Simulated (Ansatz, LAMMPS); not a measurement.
# Site preference of F in place of O in glassy 74TiO2-26ZrO2 (mol %) (105 atoms), part 2 of 3

At which site of glassy 74TiO2-26ZrO2 (mol %) (105 atoms) does F in place of O cost least, and what about the site decides it?

Ansatz 0.2.0; Kohn-Sham DFT, PBEsol, PAW (set soft_2), plane waves.

The cell: 26 Ti, 9 Zr and 70 O. The quench rate of 50 K/ps is many orders above laboratory rates. The network of bonds at the start is that of the classical potential that made the cell. Sampling is at Γ alone, for a cell whose shortest periodic width is 11 Å.

So far. Step 2 (Single point at the start): The r.m.s. force at the start is 0.63 eV/Å. Step 3 (Relaxation): The relaxation converged after 19 steps, 4.69 eV below its start, with a largest force component of 0.049 eV/Å.

### Step 4. Single point at the relaxed geometry

One more single point at the end of the walk gives the fuller output and checks the residual forces.

input.yaml reads:

```yaml
crystal:
  lattice:
    - [11.07581, 0.0, 0.0]
    - [0.0, 11.07581, 0.0]
    - [0.0, 0.0, 11.07581]
  atoms:
    - { symbol: Ti, position: [0.1701, 0.20736, 0.66633] }
    - { symbol: Ti, position: [0.59467, 0.5749, 0.71582] }
    - { symbol: Ti, position: [0.70315, 0.84397, 0.7859] }
    - { symbol: Ti, position: [0.3706, 0.15227, 0.45874] }
    - { symbol: Ti, position: [0.43186, 0.9801, 0.67506] }
    - { symbol: Ti, position: [0.32432, 0.93915, 0.19811] }
    [... 93 atom lines left out ...]
    - { symbol: O, position: [0.47797, 0.6916, 0.74551] }
    - { symbol: O, position: [0.00686, 0.25913, 0.39368] }
    - { symbol: O, position: [0.32893, 0.87298, 0.60789] }
    - { symbol: O, position: [0.00397, 0.23827, 0.67266] }
    - { symbol: O, position: [0.55972, 0.26236, 0.10913] }
    - { symbol: O, position: [0.36534, 0.84591, 0.072] }
kpoints:
  mp_grid: { grid: [1, 1, 1] }
hamiltonian:
  xc: pbesol
scf:
  occupations: { method: gaussian, width: 0.025 }
output:
  forces: true
  stress: true
  populations: intrinsic
  dos:
    method: { smearing: { sigma: 0.08 } }
    de: 0.1
    projected: { site_lists: { O: [O], Ti: [Ti], Zr: [Zr] } }
  eigenvalues: true
  write_density: true
  write_potential: true
  volumetric_format: npy
  elf: true
```

Command:

```sh
ansatz run input.yaml --threads 4 --pin off --max-ram 8192MiB --backend cpu --events-out ev --progress --plain --runs-dir out
```

Numbers of over 12 decimals in the logs are rounded to 6 here.

What it wrote:

```text
[...]
Crystal: 105 atoms, lattice volume = 1358.709 Å³
Basis set: ecut = 420 eV, 26745 PW (Γ), exchange–correlation on 150×150×150 points (8 copies of the dense FFT grid, shifted against one another)
Bands: 525, of which v1, the nominal top of the filled ones, is band 420 counted from 1 (419 counted from 0)
Symmetry: 1 space group operations
[...]
k-points: 1
[...]
SCF iter   1: F=—  HF=-140880.754136 eV  |F-HF|=—  |Δ(HF+E_count)|=         —  Δρ=1.65e-2  dr2=3.22e0  ethr=1.77e-3  ⟨swp⟩=4.0  Hψ=1918  notcnv=0  defer=55
[...]
SCF iter  13: F=-140880.082705 eV  HF=-140880.082705 eV  |F-HF|=2.29e-8  |Δ(HF+E_count)|=   1.59e-7  Δρ=1.77e-6  dr2=6.47e-8  ethr=1.19e-11  ⟨swp⟩=14.0  Hψ=3472  notcnv=0
SCF 1 converged in 13 iterations: F = -140880.082705 eV  dr2 = 6.47e-8
[...]
SCF converged after 13 iterations
Free energy (F): -140880.082705 eV
[...]
Internal energy: -140880.082705 eV  (E = F + TS)
E sigma→0 (E₀):  -140880.082705 eV
Fermi energy:    7.891058 eV
[...]
--- Forces (eV/Å), atoms counted from 1 ---
  atom   1  Ti    -0.02415057     0.00297494     0.00358633
  atom   2  Ti     0.00542932    -0.00816684     0.01074622
  atom   3  Ti     0.00113742    -0.01623900    -0.02050773
  atom   4  Ti    -0.01395593     0.00458513     0.00068825
  atom   5  Ti    -0.00844869    -0.00109055     0.00522113
  atom   6  Ti     0.01092574    -0.02251946     0.02680770
  atom   7  Ti    -0.01503220    -0.00359556    -0.00065252
  atom   8  Ti     0.00020048    -0.00421002    -0.01589843
  atom   9  Ti    -0.01921266    -0.01488901     0.00422836
  atom  10  Ti    -0.01046327     0.01631609    -0.03145113
  atom  11  Ti     0.02701262     0.01462929    -0.01257680
  atom  12  Ti    -0.00045649     0.01144476    -0.00318195
  atom  13  Ti     0.02720732     0.01597191     0.01660207
  atom  14  Ti    -0.01180509     0.00164817    -0.02002962
[...]
atom 104  O      0.00278373     0.00552447     0.01963328
  atom 105  O     -0.00695793    -0.00060001     0.00040549
  max |Σ_I F_I| component: 6.75e-5 eV/Å
--- Stress (GPa, compression-positive) ---
       -4.153095       0.214863      -0.309134
        0.214863      -4.069475      -0.566558
       -0.309134      -0.566558      -4.158568
  P = ⅓ Tr σ = -4.1270 GPa (-41.270 kbar)
--- Band table (eV) ---
[...]
--- intrinsic populations: 105 sites ---
  site symbol       q [e]
     0     Ti     10.6973
     1     Ti     10.7012
     2     Ti     10.7201
[...]
104      O      6.5846
  spilling = 0.000000 (of n_electrons = 840.000000)
```

Run time: 40 s. Hardware: 4 threads of Arm Neoverse V2, shared host; peak memory 2.2 GiB.

Read from the output:

```
free energy                                      : -140880.0827 eV
free energy per atom                             : -1341.7151 eV/atom
SCF cycles                                       : 13
pressure                                         : -4.127 GPa
r.m.s. force component                           : 0.01158 eV/Å
longest force                                    : 0.06183 eV/Å
Fermi energy                                     : 7.891 eV
gap (highest filled to lowest empty level) : 2.44 eV
```

Intrinsic-atomic-orbital charges by element and coordination:

```tsv
element	coordination	atoms	mean charge (e)	spread	least	most
O	all	70	-0.663	0.0477	-0.751	-0.517
O	2	27	-0.621	0.0362	-0.694	-0.517
O	3	41	-0.688	0.0325	-0.751	-0.594
O	4	2	-0.722	0.0069	-0.728	-0.715
Ti	all	26	1.30	0.0249	1.24	1.34
Ti	4	6	1.28	0.0258	1.24	1.30
Ti	5	15	1.30	0.0208	1.26	1.34
Ti	6	5	1.30	0.0252	1.25	1.32
Zr	all	9	1.42	0.0281	1.38	1.48
Zr	5	2	1.45	0.0261	1.43	1.48
Zr	6	3	1.42	0.0127	1.40	1.43
Zr	7	4	1.40	0.0191	1.38	1.42
```

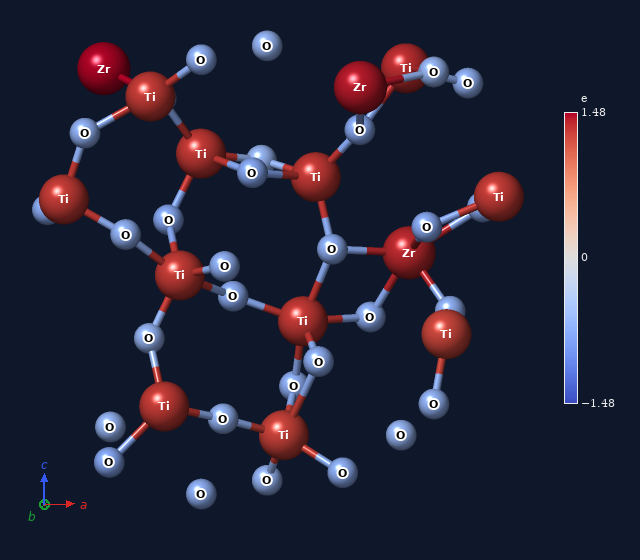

Atoms coloured by intrinsic-atomic-orbital charge. Drawn is a slice 4 Å thick, seen along the normal of the ac plane. Bonds to atoms that aren't drawn are left out.

Density of states as counts of states in windows of 1 eV (from the Fermi level), total and the larger projections:

```tsv
from (eV)	to (eV)	total	O p	Ti d	Zr d	O s
-18	-17	95.1	0.3	5.4	2.4	80.4
-17	-16	19.4	0.1	0.9	0.6	16.6
-16	-7	0.0	0.0	0.0	0.0	0.0
-7	-6	7.8	5.4	1.3	0.5	0.0
-6	-5	88.7	62.0	16.6	5.9	0.4
-5	-4	98.6	73.0	16.6	4.8	0.5
-4	-3	93.7	76.2	11.0	2.9	0.8
-3	-2	96.7	85.6	6.9	1.8	0.6
-2	-1	34.5	31.9	1.5	0.4	0.2
-1	1	0.0	0.0	0.0	0.0	0.0
1	2	52.2	5.1	42.4	2.9	0.5
2	3	80.2	11.7	56.2	8.0	1.6
```

The curve was stored every 0.10 eV, coarse against its broadening of 0.08 eV, so these counts are rough.

Between -26 and -18 eV lie 26 more states.

About 280 of the 840 electrons lie in deeper levels, below the stored range.

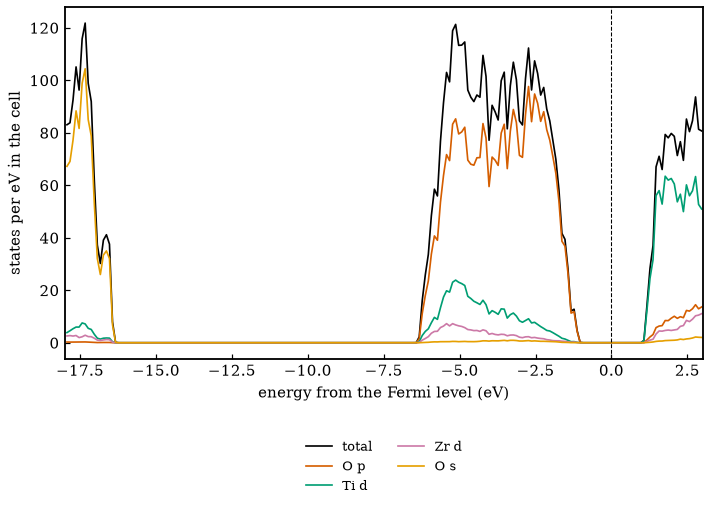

Total and projected density of states, with the broadening of the input.

The levels nearest the highest filled one (over half full), pooled over k-points and spins:

```tsv
level less the highest filled one (eV)	occupation
-0.392	2
-0.328	2
-0.307	2
-0.243	2
-0.173	2
0	2
2.44	0
2.48	0
2.57	0
2.63	0
2.67	0
2.70	0
```

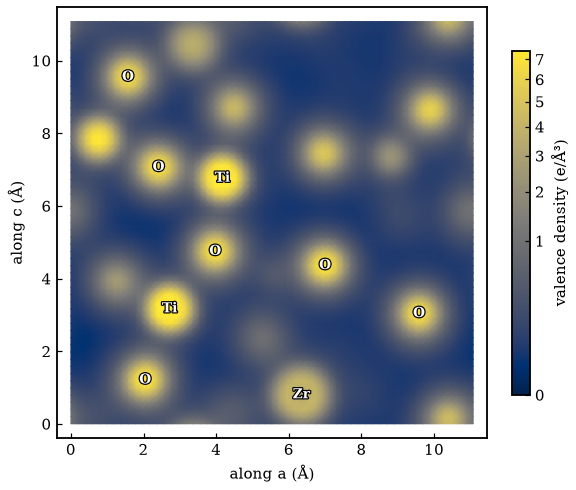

Valence density in the ac plane at fractional y = 0.268, with atoms of Ti and Zr and O within 0.2 Å of it. It is the smooth field of the valence electrons, not physical close to the nuclei. The map starts off the cell's origin, so that atoms lie inside it. The colour scale is stretched toward low values.

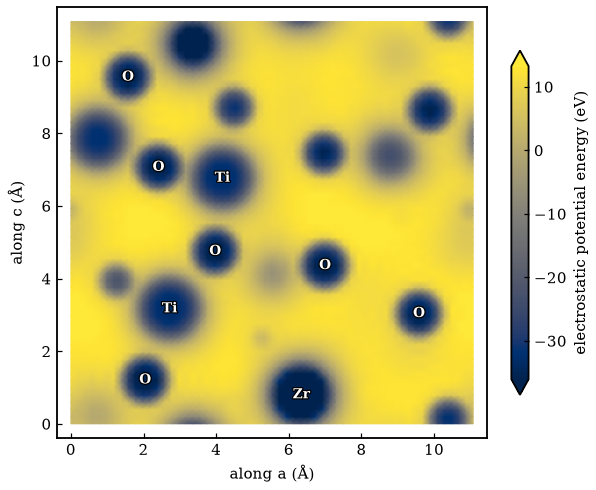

Electrostatic potential energy in the ac plane at fractional y = 0.268, with atoms of Ti and Zr and O within 0.2 Å of it. With pseudopotentials it is smooth inside the atoms' cores, unlike the true potential. The map starts off the cell's origin, so that atoms lie inside it.

Filled and empty levels are parted by 2.44 eV (at Γ alone); a semilocal functional tends to put such gaps too low. In a disordered cell it changes from sample to sample, and tail or defect levels can set it. Mean intrinsic-atomic-orbital charges: O -0.66, Ti +1.30, Zr +1.42 e. The largest share in the top eV of filled states is O p (93 % of the projected weight), and in the lowest eV of empty states Ti d (81 % of the projected weight).

### Step 5. F on a site of O, site O86

The site has 2 bonded neighbours (Ti2) at 1.85 Å on average, by cutoffs that count no bonds between two metal atoms or like ions. The change is made in the relaxed cell and the atoms are relaxed again, with spin allowed.

input.yaml reads:

```yaml
crystal:
  lattice:
    - [11.07581, 0.0, 0.0]
    - [0.0, 11.07581, 0.0]
    - [0.0, 0.0, 11.07581]
  atoms:
    [... atom lines 1 to 82 left out ...]
    - { symbol: O, position: [0.64895, 0.46437, 0.0448] }
    - { symbol: O, position: [0.4417, 0.47059, 0.73586] }
    - { symbol: O, position: [0.57514, 0.01622, 0.03395] }
    - { symbol: F, position: [0.0516, 0.39671, 0.83594], spin: 0.6 }
    - { symbol: O, position: [0.89664, 0.78527, 0.54188] }
    - { symbol: O, position: [0.20471, 0.46974, 0.35624] }
    - { symbol: O, position: [0.55233, 0.67048, 0.22639] }
    [... atom lines 90 to 105 left out ...]
magnetization:
  spin_polarized: true
kpoints:
  mp_grid: { grid: [1, 1, 1] }
hamiltonian:
  xc: pbesol
scf:
  occupations: { method: fermi_dirac, width: 0.025 }
  lower_state_search: "off"
output:
  forces: true
  eigenvalues: true
relax:
  f_tol: 0.05
  max_steps: 90
```

What it wrote:

```text
[...]
Crystal: 105 atoms, lattice volume = 1358.709 Å³
Basis set: ecut = 420 eV, 26745 PW (Γ), exchange–correlation on 150×150×150 points (8 copies of the dense FFT grid, shifted against one another)
Bands: 527, of which v1, the nominal top of the filled ones, is band 421 counted from 1 (420 counted from 0)
Symmetry: 1 space group operations
[...]
k-points: 1
[...]
Starting moments: Σ|m| = 1.8 μB on 3 of 105 sites
[...]
SCF iter   1: F=—  HF=-141138.915504 eV  |F-HF|=—  |Δ(HF+E_count)|=         —  Δρ=4.18e-2 (↑4.18e-2 ↓3.67e-2)  dr2=1.10e2  dr2_m=7.31e-1  M=0.012 μB ∫|m|=0.434 μB  β_m=0.30  ethr=3.10e-3  ⟨swp⟩=4.0  Hψ=3774  notcnv=0  defer=67
[...]
spin=Collinear: Kerker preconditioning applied to the charge; magnetization (m = ρ↑ − ρ↓) channel mixes plain (no charge-response kernel on spin).
SCF iter   2: F=—  HF=-141128.405990 eV  |F-HF|=—  |Δ(HF+E_count)|=    1.05e1  Δρ=2.27e-2 (↑2.27e-2 ↓2.16e-2)  dr2=4.03e1  dr2_m=4.45e-1  M=0.022 μB ∫|m|=0.270 μB  β_m=0.30  ethr=3.10e-3  ⟨swp⟩=2.5  Hψ=1851  notcnv=0  defer=139
[...]
spin=Collinear: Resta preconditioning applied to the charge; magnetization (m = ρ↑ − ρ↓) channel mixes plain (no charge-response kernel on spin).
SCF iter   3: F=—  HF=-141123.189742 eV  |F-HF|=—  |Δ(HF+E_count)|=    5.22e0  Δρ=1.56e-2 (↑1.56e-2 ↓1.53e-2)  dr2=2.18e1  dr2_m=2.28e-1  M=0.056 μB ∫|m|=0.272 μB  β_m=0.30  ethr=3.10e-3  ⟨swp⟩=2.0  Hψ=1284  notcnv=0  defer=128
[...]
SCF iter   8: F=—  HF=-141118.914709 eV  |F-HF|=—  |Δ(HF+E_count)|=   1.14e-1  Δρ=5.29e-3 (↑5.29e-3 ↓2.42e-3)  dr2=9.84e-1  dr2_m=6.26e-2  M=0.996 μB ∫|m|=1.098 μB  β_m=0.30  ethr=7.64e-5  ⟨swp⟩=5.0  Hψ=1882  notcnv=0  defer=148
[...]
spin-set hold released at iteration 8 (site moments contracting): the magnetisation degrees of freedom join the quasi-Newton model from the next iteration; the mixer history was flushed
SCF iter   9: F=—  HF=-141118.904592 eV  |F-HF|=—  |Δ(HF+E_count)|=   1.01e-2  Δρ=3.72e-3 (↑3.72e-3 ↓1.65e-3)  dr2=5.40e-1  dr2_m=3.41e-2  M=0.838 μB ∫|m|=0.969 μB  β_m=0.26  ethr=7.64e-5  ⟨swp⟩=3.0  Hψ=2137  notcnv=0  defer=149
[...]
SCF iter  22: F=-141118.957288 eV  HF=-141118.957288 eV  |F-HF|=3.30e-7  |Δ(HF+E_count)|=   2.39e-6  Δρ=7.90e-6 (↑7.90e-6 ↓3.82e-6)  dr2=2.56e-6  dr2_m=1.55e-7  M=0.971 μB ∫|m|=1.164 μB  ethr=9.87e-10  ⟨swp⟩=2.0  Hψ=3258  notcnv=0
SCF 1 converged in 22 iterations: F = -141118.957288 eV  dr2 = 2.56e-6
[...]
relax step   1: F+E_penalty+E_count = -141118.95728773 eV  Δ(F+E_penalty+E_count) = +0.000e0 eV  max|allowed force component| = 3.761e0 eV/Å  Δτ_max = 0.0000 Å  (22 SCF iters, dr2 threshold 6.25e-5 eV, accepted)
[... from here on, the SCF cycles and remarks between the steps are left out ...]
relax step   2: F+E_penalty+E_count = -141119.39326050 eV  Δ(F+E_penalty+E_count) = -4.360e-1 eV  max|allowed force component| = 1.583e0 eV/Å  Δτ_max = 0.0791 Å  (10 SCF iters, dr2 threshold 1.00e-4 eV, accepted)
relax step   3: F+E_penalty+E_count = -141119.56043972 eV  Δ(F+E_penalty+E_count) = -1.672e-1 eV  max|allowed force component| = 4.089e-1 eV/Å  Δτ_max = 0.0623 Å  (10 SCF iters, dr2 threshold 1.00e-4 eV, accepted)
relax step   4: F+E_penalty+E_count = -141119.61737915 eV  Δ(F+E_penalty+E_count) = -5.694e-2 eV  max|allowed force component| = 4.363e-1 eV/Å  Δτ_max = 0.0551 Å  (11 SCF iters, dr2 threshold 1.12e-5 eV, accepted)
relax step   5: F+E_penalty+E_count = -141119.64874833 eV  Δ(F+E_penalty+E_count) = -3.137e-2 eV  max|allowed force component| = 5.167e-1 eV/Å  Δτ_max = 0.0491 Å  (10 SCF iters, dr2 threshold 1.27e-5 eV, accepted)
relax step   6: F+E_penalty+E_count = -141119.64123163 eV  Δ(F+E_penalty+E_count) = +7.517e-3 eV  max|allowed force component| = 5.300e-1 eV/Å  Δτ_max = 0.1370 Å  (9 SCF iters, dr2 threshold 1.00e-4 eV, rejected (line search))
relax step   7: F+E_penalty+E_count = -141119.69048564 eV  Δ(F+E_penalty+E_count) = -4.174e-2 eV  max|allowed force component| = 7.070e-2 eV/Å  Δτ_max = 0.0666 Å  (13 SCF iters, accepted)
relax step   8: F+E_penalty+E_count = -141119.70420824 eV  Δ(F+E_penalty+E_count) = -1.372e-2 eV  max|allowed force component| = 1.099e-1 eV/Å  Δτ_max = 0.0812 Å  (15 SCF iters, accepted)
relax step   9: F+E_penalty+E_count = -141119.70961245 eV  Δ(F+E_penalty+E_count) = -5.404e-3 eV  max|allowed force component| = 1.246e-1 eV/Å  Δτ_max = 0.0191 Å  (12 SCF iters, accepted)
relax step  10: F+E_penalty+E_count = -141119.62433072 eV  Δ(F+E_penalty+E_count) = +8.528e-2 eV  max|allowed force component| = 6.724e-1 eV/Å  Δτ_max = 0.2000 Å  (10 SCF iters, dr2 threshold 1.55e-5 eV, rejected (line search))
relax step  11: F+E_penalty+E_count = -141119.72126665 eV  Δ(F+E_penalty+E_count) = -1.165e-2 eV  max|allowed force component| = 7.508e-2 eV/Å  Δτ_max = 0.0666 Å  (15 SCF iters, accepted)
relax step  12: F+E_penalty+E_count = -141119.69550167 eV  Δ(F+E_penalty+E_count) = +2.576e-2 eV  max|allowed force component| = 2.876e-1 eV/Å  Δτ_max = 0.1000 Å  (16 SCF iters, rejected (line search))
relax step  13: F+E_penalty+E_count = -141119.72630816 eV  Δ(F+E_penalty+E_count) = -5.042e-3 eV  max|allowed force component| = 8.640e-2 eV/Å  Δτ_max = 0.0487 Å  (15 SCF iters, accepted)
relax step  14: F+E_penalty+E_count = -141119.72730271 eV  Δ(F+E_penalty+E_count) = -9.946e-4 eV  max|allowed force component| = 3.278e-2 eV/Å  Δτ_max = 0.0122 Å  (9 SCF iters, dr2 threshold 2.71e-6 eV, accepted)
relax step  15: F+E_penalty+E_count = -141119.72730285 eV  Δ(F+E_penalty+E_count) = -1.366e-7 eV  max|allowed force component| = 3.280e-2 eV/Å  Δτ_max = 0.0000 Å  (3 SCF iters, accepted)
SCF converged after 3 iterations
Magnetization: 0.9756 μB (420.9878 up, 420.0122 down)
Absolute magnetization: 1.2069 μB (∫|ρ↑−ρ↓|, with the PAW one-centre terms)
[...]
Per-site moments (μB) at R_I (Å): [(0.018204, 0.748119), (0.030181, 0.761516), (0.00191497, 0.726783), (0.031847, 0.761259), (0.00215809, 0.744295), [...]
Free energy (F): -141119.727303 eV
[...]
Internal energy: -141119.699593 eV  (E = F + TS)
E sigma→0 (E₀):  -141119.713448 eV
Entropy (-TS):   -0.027709 eV (-0.264 meV/atom)
Fermi energy:    9.196369 eV
[...]
--- Forces (eV/Å), atoms counted from 1 ---
  atom   1  Ti     0.00783557     0.00611137     0.00954807
  atom   2  Ti    -0.00708761     0.00021102     0.00274835
  atom   3  Ti     0.01339030     0.01541642    -0.00553616
  atom   4  Ti     0.00798976     0.01385340     0.00075870
  atom   5  Ti     0.02802479     0.00223330    -0.00584407
  atom   6  Ti     0.00161327     0.00732699     0.00113398
  atom   7  Ti     0.00615149    -0.01544350    -0.00624399
  atom   8  Ti     0.00472626     0.00614999     0.00682765
  atom   9  Ti     0.00077727    -0.00412060     0.00721598
  atom  10  Ti     0.00081788    -0.00211152    -0.00819144
  atom  11  Ti    -0.00095313    -0.01958799     0.01018967
  atom  12  Ti     0.00537676     0.00041566     0.01165319
  atom  13  Ti     0.00825582     0.02102865    -0.00560763
  atom  14  Ti     0.00662854    -0.01561784    -0.00802240
[...]
atom 104  O      0.00480090    -0.00728377     0.00364926
  atom 105  O      0.00206173     0.00301612     0.00157003
  max |Σ_I F_I| component: 1.48e-4 eV/Å
--- Band table (eV) ---
[...]
--- Relaxed structure (15 steps of the walk, 12 accepted, 0 SCFs on fresh bases) ---
  F+E_penalty+E_count = -141119.72730285 eV   max|allowed force component| = 3.280e-2 eV/Å
  atoms:
    - { symbol: Ti, position: [0.174669, 0.188116, 0.675098] }
    - { symbol: Ti, position: [0.597411, 0.575946, 0.715333] }
    - { symbol: Ti, position: [0.699474, 0.845634, 0.787443] }
    - { symbol: Ti, position: [0.367291, 0.156753, 0.459793] }
[...]
- { symbol: O, position: [0.363456, 0.846932, 0.074554] }
```

It took 17 min on 4 threads; peak memory 3.8 GiB; 68 min of CPU time.

The relaxation converged after 15 steps, 0.770 eV below its start, with a largest force component of 0.033 eV/Å.

A closer look about the F atom, after relaxation: 11 atoms, nearest first, numbered in the order of the input, with positions taken from that point.

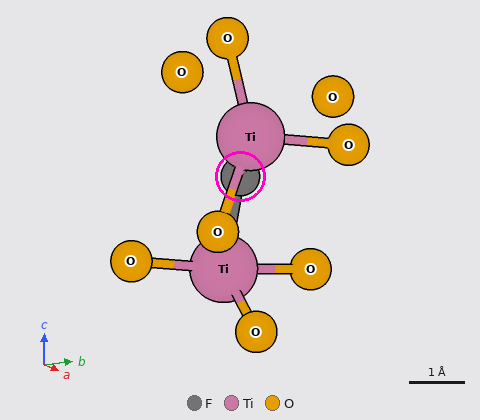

The atoms of the table, within 2.9 Å (arrows a, b, c point along x, y, z); some may hide others; the central atom is ringed.

```tsv
atom	x	y	z	distance (Å)	bonds	moment (μB)
F86	0.00	0.00	0.00	0.00	2	0.00
Ti25	-0.53	-0.11	-1.81	1.89	5	0.01
Ti16	1.74	-0.55	1.11	2.14	5	0.02
O103	-0.38	-2.01	-1.50	2.54	3	0.00
O98	2.11	1.25	0.88	2.60	3	0.00
O48	-2.11	-0.24	1.59	2.65	3	0.00
O69	2.26	-1.43	-0.51	2.72	3	0.00
O90	-1.08	2.32	1.12	2.79	2	0.00
O68	0.61	-0.52	2.74	2.86	3	0.00
O65	-0.92	1.80	-2.04	2.87	3	0.00
O73	0.93	-0.08	-2.73	2.88	2	0.00
```

The column of bonds counts only the pairs O-Ti within 2.64 Å, O-Zr within 2.88 Å, Ti-F within 2.54 Å; other neighbours, such as metal atoms beside each other in a compound, aren't counted, and periodic images can show an atom twice.

The largest move is 0.33 Å, by F86.

### Step 6. F on a site of O, site O46

The site has 4 bonded neighbours (ZrTi3) at 2.16 Å on average. 

Input and log are left out; they have the form of those shown for this kind of step.

The job ended after 8.6 min (4 threads of Arm Neoverse V2, shared host; peak memory 3.7 GiB).

The relaxation converged after 7 steps, 0.841 eV below its start, with a largest force component of 0.048 eV/Å.

(Part 2 of 3 ends here.)

[Logs are printed without paths, hosts, clocks, repeated set-up lines and the standing remarks that a program may print on its own settings, such as how far it seeks lower states.]

[Hosts, paths, dates, database ids (printed as entryN), source tags and the programs' standing remarks are cut or masked in the printed files.]
